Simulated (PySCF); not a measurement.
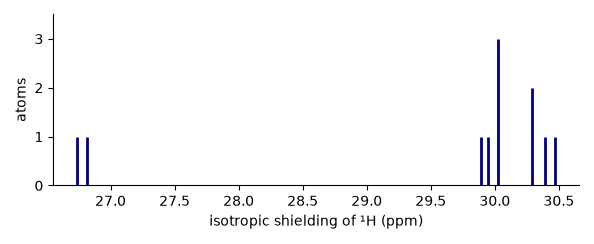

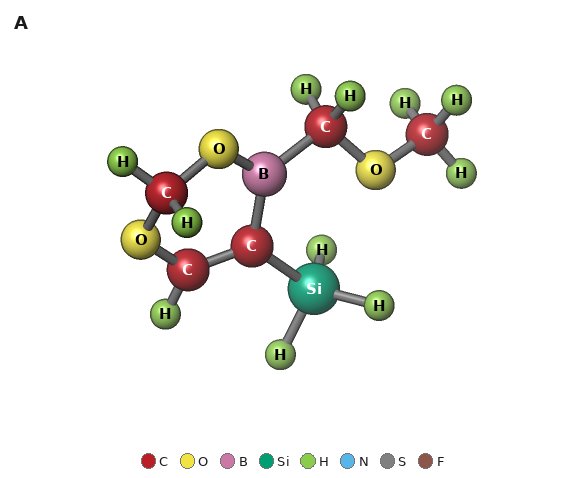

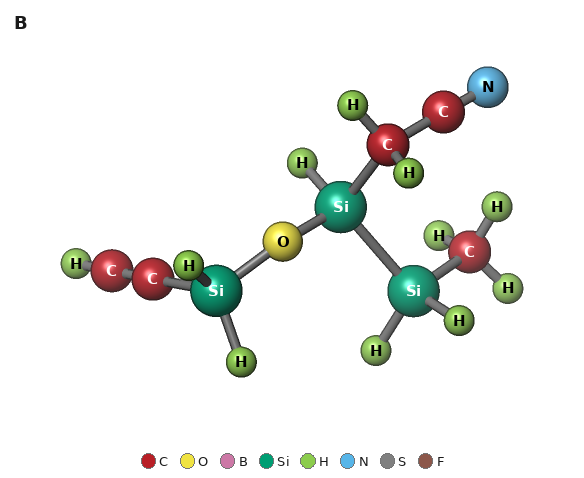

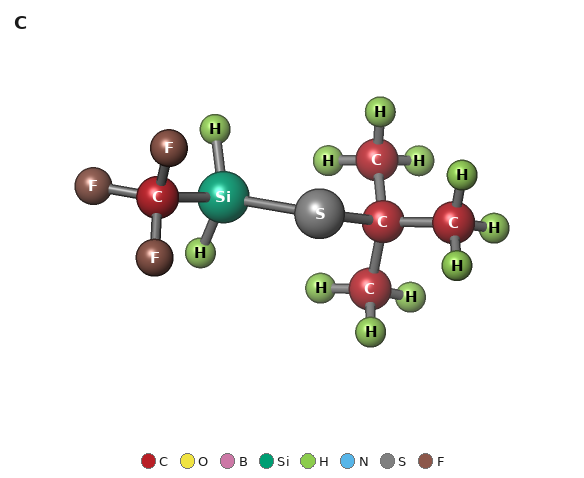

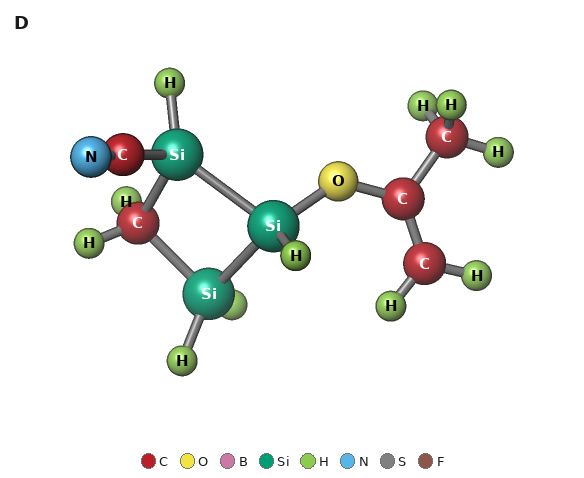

The sticks are computed shieldings of one of the molecules, for one fixed geometry (GFN2-xTB) without averaging over rotations. Low shielding means a high chemical shift. Method: GIAO PBE0/pcSseg-1 NMR shielding, non-relativistic, gas phase (PySCF 2.14.0).

**Which molecule gives this pattern?**

C, `CC(C)(C)S[SiH2]C(F)(F)F`. Its 11 H atoms give lines at 26.74, 26.81, 29.89, 29.94, 30.02 (3 atoms), 30.29 (2 atoms), 30.40, 30.47 ppm.

The geometry is semi-empirical. Around B, Si such bond lengths and angles can be off by a tenth of an ångström or more and by several degrees, and values that hang on the shape move with them.
